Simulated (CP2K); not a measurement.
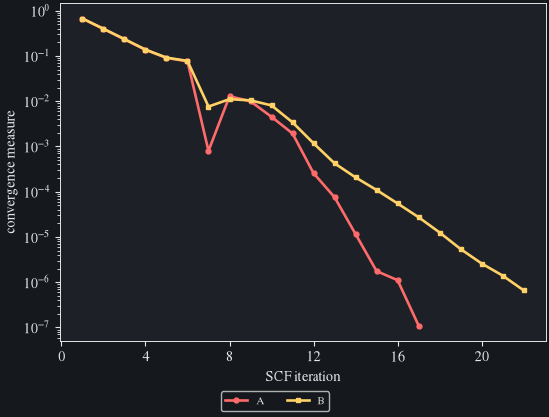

Two SCF runs that differ in one setting.
The run: CH$_{2}$F$_{2}$OSi (SMILES F[Si]1(F)CO1), by RHF PM3 in CP2K.

A: usual settings
B: level_shift set to 0.3

How did each SCF end?

Run A converged in 17 iterations. Run B converged in 22 iterations. A level shift pushes the empty orbitals up, which shortens each step: safer, but slower. Both end at the same energy within 1 meV.
